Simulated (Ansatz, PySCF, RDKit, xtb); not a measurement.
# C3H10O2SSi: ranking a sample of isomers

A sample of isomers of C3H10O2SSi is drawn. Aim: find which of them has the lowest free energy at 298.15 K, then its properties. The sample is small against all isomers, and the most stable one of this formula need not be in it.

Plan: many cheap relaxations first (GFN2-xTB), then density-functional screening, relaxation at PBE-D3(BJ)/def2-SVP, vibrations (at GFN2-xTB) and a final energy. The numbers are computed, not measured.

## Step 1: Possible bonding patterns

Isomers were taken from a list of plausible structures; this is a sample, not all of them. That gives 14 candidates.

```tsv
label	SMILES	spin
c040	CO[SiH2]OCCS	singlet
c055	C[S@](=O)COC[SiH3]	singlet
c065	CO[SiH](OC)SC	singlet
c074	CO[C@@H]([SiH3])[S@](C)=O	singlet
c089	CCO[Si@H](O)SC	singlet
c469	C[SiH2]OC[S@](C)=O	singlet
c508	CO[C@H](C)O[SiH2]S	singlet
c530	CS(=O)(=O)CC[SiH3]	singlet
c645	COCO[SiH2]SC	singlet
c692	CCC[Si](O)(O)S	singlet
c769	CC[Si@](O)(S)OC	singlet
c818	CO[SiH2]OCSC	singlet
c914	O=[SH](=O)CCC[SiH3]	singlet
c936	COCOCS[SiH3]	singlet
```

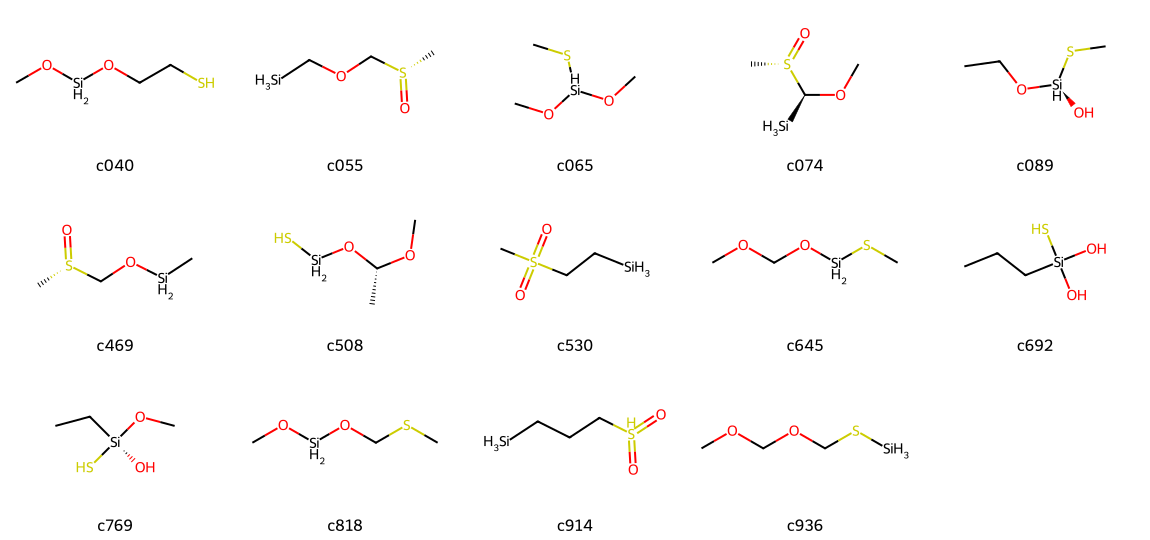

Structural formulas of the candidates.

Candidates are built by distance geometry, with a force field where one applies, in up to four conformers (letters a to d).

Q: Predict the outcome of this search (final energies at CCSD(T)/def2-SVP + MP2/def2-TZVPP - MP2/def2-SVP).

| quantity | value |
| --- | --- |
| lowest structure found | CCC[Si](O)(O)S, singlet |
| next finalist | CC[Si@](O)(S)OC, singlet, 12.5 kcal/mol higher in G |
| share at equilibrium, among the finalists | 100.0 % |
| dipole moment (PBE0/def2-SVPD) | 1.06 D |
| HOMO energy (PBE0/def2-SVPD) | -7.56 eV |
| LUMO energy (PBE0/def2-SVPD) | -0.23 eV |
| HOMO–LUMO gap (PBE0/def2-SVPD) | 7.33 eV |
| lowest excitation (TD-PBE0/def2-SVPD) | 5.98 eV (f = 0.021) |
| strongest of the states computed, same level | 7.88 eV (f = 0.063) |
| lowest triplet excitation, same level, Tamm-Dancoff | 5.57 eV |
| vertical ionisation energy | 9.60 eV |
| vertical electron affinity | -0.94 eV (unbound: the value depends on the basis) |
| vertical triplet less singlet | +5.61 eV |

The lowest structure found is `CCC[Si](O)(O)S`. The margin of 12.5 kcal/mol over the next finalist is beyond the usual error of the last level; it says nothing of structures that weren't ranked. r2SCAN-D4/def2-SVP, PBE-D3(BJ)/def2-SVP, HF/def2-SVP and MP2/def2-SVP already put its bonding pattern lowest among the structures in one piece; GFN2-xTB favours the singlet CCO[Si@H](O)SC; HF/STO-3G favours the singlet CC[Si@](O)(S)OC. 14 minima inside the window were never screened. The search is not exhaustive (a finite list of starts, one conformer a finalist), so a lower isomer can't be ruled out. Only 14 drawn patterns were tried, so whole families of isomers are missing, and the result ranks this sample alone.
